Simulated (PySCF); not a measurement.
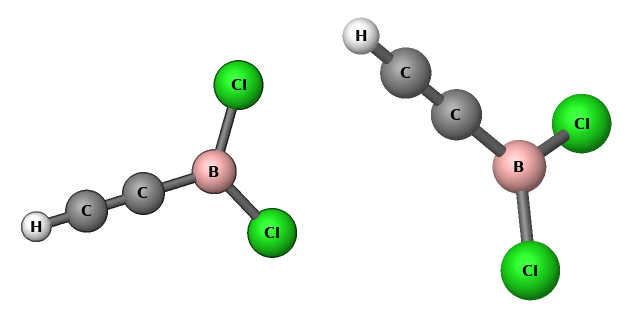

Both panels show the same species.

Which formula does it have?

C₂HBCl₂, 6 atoms: 2 carbon, 1 hydrogen, 1 boron and 2 chlorine.

Name functional groups in it.

Among them: alkyne.

Give a SMILES string for it.

C#CB(Cl)Cl

The parts below concern this one geometry. Atoms keep their numbers from picture to picture. The computed structure is the end point of a PBE0-D3(BJ)/def2-SVP optimisation. No frequency run is at hand to confirm it as a minimum.

Geometry

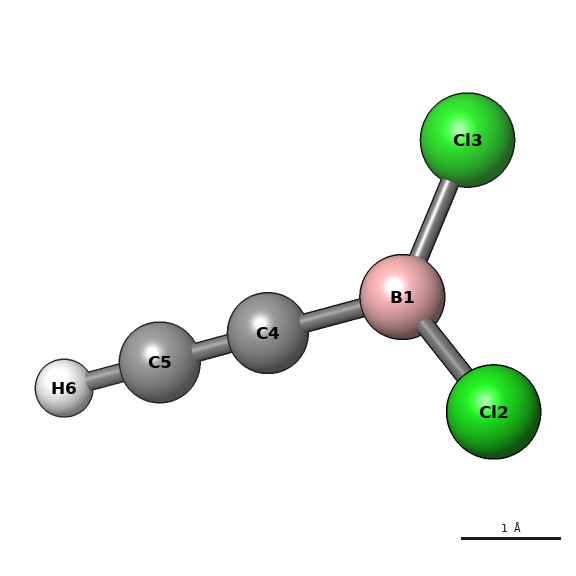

The atoms are numbered. No frequency run is at hand to confirm it as a minimum.

List the bonds and their lengths.

```csv
bond,length (Å),order
B1–Cl2,1.748,single
B1–Cl3,1.748,single
B1–C4,1.514,single
C4–C5,1.217,triple
C5–H6,1.075,single
```

Dipole moment

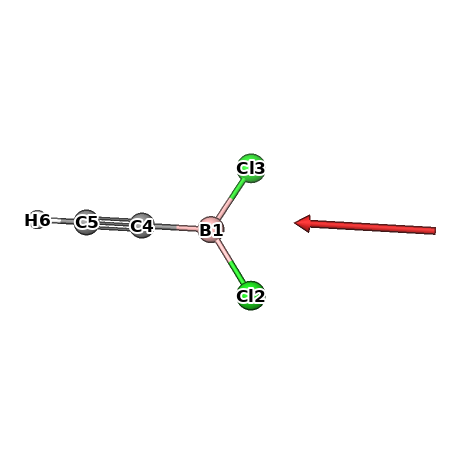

The arrow beside the molecule shows the direction of the dipole moment, from the negative to the positive end (its length means nothing). No frequency run is at hand to confirm it as a minimum. Level of theory: ωB97X-D/def2-SVPD, gas phase (PySCF 2.14.0).

Estimate the dipole moment.

1.81 D; it points from the side of Cl2, Cl3 to the side of H6 (the outermost atoms at the two ends).

Core levels

No frequency run is at hand to confirm it as a minimum. Level of theory: delta-SCF UKS SCAN, pcX-2 on the ionised atom (unc-x2c-TZVPall on a metal), pcseg-1 elsewhere, spin-free X2C (PySCF 2.14.0).

Give the core-electron binding energies (to vacuum; p and d levels without spin–orbit splitting) of B1 1s, Cl2 1s, Cl2 2p, C4 1s, C5 1s.

```csv
atom,level,binding energy (eV)
B1,1s,198.8
Cl2,1s,2829.2
Cl2,2p,207.2
C4,1s,291.1
C5,1s,291.3
```

Polarisability

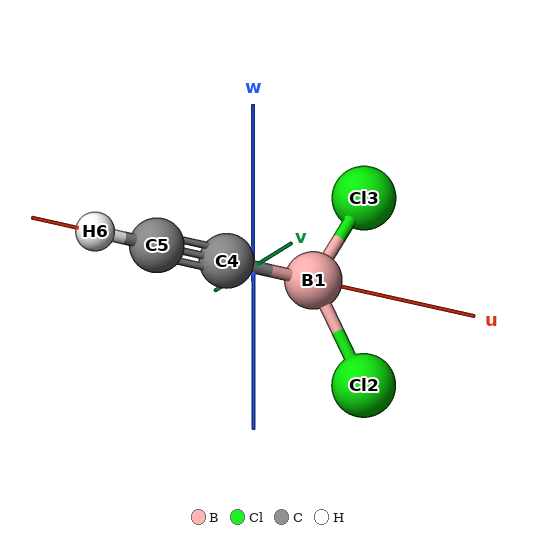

The lines u, v and w are the principal axes of the static dipole polarisability. No frequency run is at hand to confirm it as a minimum. Computed with ωB97X-D/def2-SVPD (PySCF 2.14.0).

Along which axis is the molecule most polarisable, and along which least?

Most along u (in the molecular plane, nearly parallel to the C4–C5 bond), least along v (normal to the molecular plane).

Give the three principal values.

u 83.9, v 43.6, w 64.6 bohr³; mean 64.0, anisotropy 34.9 bohr³.

NMR shielding

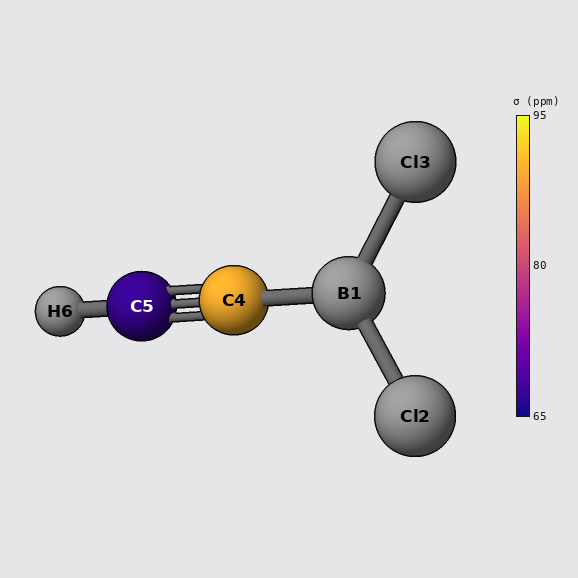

Atoms are coloured by their isotropic NMR shieldings (C only, the others grey). No frequency run is at hand to confirm it as a minimum. Properties computed with GIAO B3LYP/pcSseg-1 NMR shielding, non-relativistic, gas phase (PySCF 2.14.0).

List the isotropic NMR shieldings of the C atoms.

| atom | σ (ppm) |
| --- | --- |
| C4 | 90.0 |
| C5 | 67.6 |
